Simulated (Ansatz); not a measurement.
BClFGe (SMILES [F][Ge][B]Cl) (doublet)

Input

```
crystal:
  periodic: [false, false, false]
  atoms:
    - {symbol: B, position_ang: [-0.468558, -0.527536, 0.321148]}
    - {symbol: Cl, position_ang: [-1.633255, -1.762160, 0.262819]}
    - {symbol: F, position_ang: [0.799730, 1.570294, -1.054428]}
    - {symbol: Ge, position_ang: [0.998463, 0.919812, 0.600161]}
basis:
  gaussian: {orbitals: def2-TZVPD}
magnetization: {spin_polarized: true, initial_magnetization: 1}
hamiltonian: {xc: pbe0}
output: {forces: true, orbitals: {seedname: orbitals}}
```

Command:

```sh
ansatz run input.yaml --threads 1 --pin off --max-ram 2610MiB --events-out events.jsonl --progress --plain --runs-dir runs
```

Geometry: B3LYP-D3(BJ)/def2-SVP.

Theory: isolated molecule in a Gaussian basis; Kohn-Sham density functional theory, functional PBE0 in Ansatz.

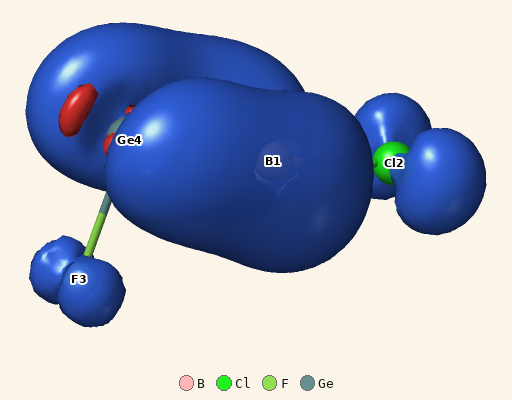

Figure 1. Isosurfaces of the spin density (α minus β) at +0.015 (blue) and −0.015 e/Å³ (red), seen at a tilt.

Q: Describe the spin distribution.

A: The unpaired spin (1 electron) lies mostly on B1 (about 0.5), Ge4 (about 0.4) and Cl2 (about 0.1), in electrons by Hirshfeld's partition.

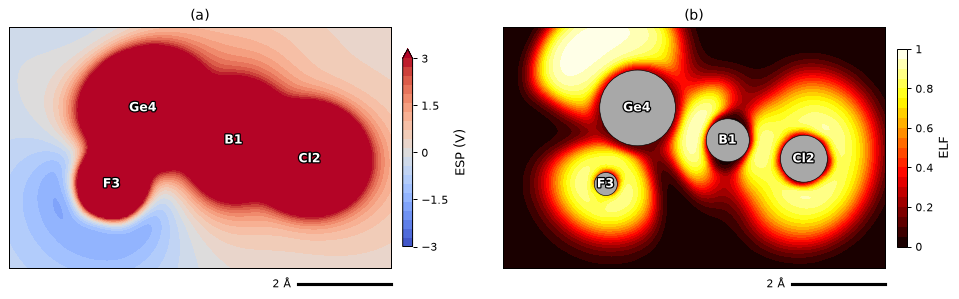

Figure 2. (a) molecular electrostatic potential; (b) electron localisation function on the molecular plane. Grey discs cover the atomic cores in the ELF map.

Q: What does the map show?

A: Atoms in the plane: B, Cl, F and Ge. B–Cl (1.70 Å): the ELF peaks at about 0.90 between the atoms: a polar covalent bond. Ge–F (1.79 Å): the ELF peaks at about 0.85 in the valence shell of F, 0.6 Å from its nucleus, and is about 0.20 at the midpoint. Ge–B (2.08 Å): the ELF peaks at about 0.95 in the valence shell of B, 0.8 Å from its nucleus, and is about 0.70 at the midpoint. The ELF also peaks beside F3 and Cl2, away from the bonds: non-bonding electrons, paired or unpaired. Outside the dense part of the molecule the potential is most negative (−1.6 V) near F3.

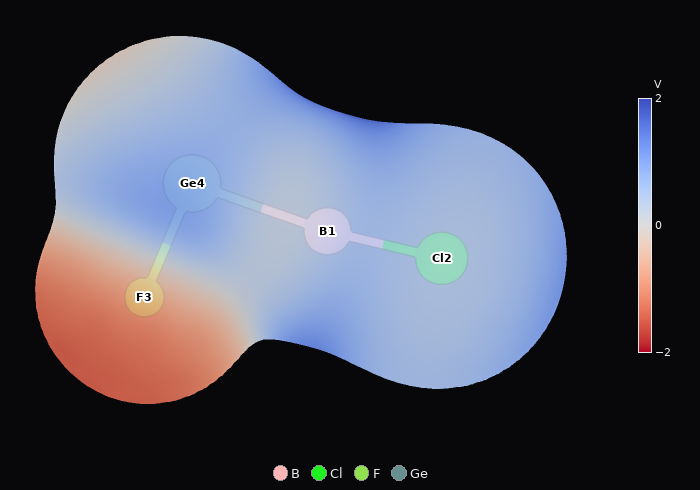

Figure 3. The molecular electrostatic potential painted on the density surface at 0.002 e/bohr³, seen across its widest extent; red is negative and blue positive.

Q: Which sites attract a positive test charge, and which a negative one?

A: A positive charge is drawn to the negative regions and a negative charge to the positive ones. The most negative region (about −1.5 V) lies over F3, the most positive (about +1.7 V) over B1. Cl2 shows a σ-hole: about +1.1 V at the tip opposite its bond, against about +0.5 V on its flanks.

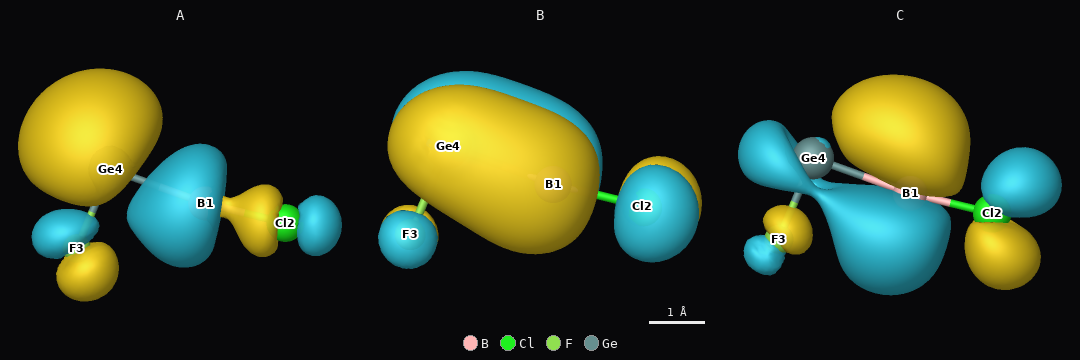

Figure 4. Three frontier orbitals at ±0.08 Å⁻³ᐟ² (yellow and cyan are the two phases), in no order.

Q: Which picture is the HOMO−1, the HOMO and the LUMO? All are α orbitals.

A: A is the HOMO−1 (α) (−7.52 eV). By Hirshfeld shares it lies mainly on Ge4 (about 60 %), B1 (about 20 %) and F3 (about 10 %); it is symmetric in the molecular plane (an in-plane orbital: σ, lone-pair or in-plane π type). B is the HOMO (α) (−5.94 eV). Its weight (Hirshfeld) is mainly on Ge4 (about 40 %), B1 (about 40 %) and Cl2 (about 15 %); it changes sign across the molecular plane (π type); π-bonding across B1–Ge4; π-antibonding (a node) across B1–Cl2. C is the LUMO (α) (−2.85 eV). By Hirshfeld shares it lies mainly on B1 (about 55 %), Ge4 (about 20 %) and Cl2 (about 20 %); it is symmetric in the molecular plane (an in-plane orbital: σ, lone-pair or in-plane π type).

Q: What is the gap between the highest occupied and lowest empty α orbitals?

A: 3.09 eV between the orbital energies.
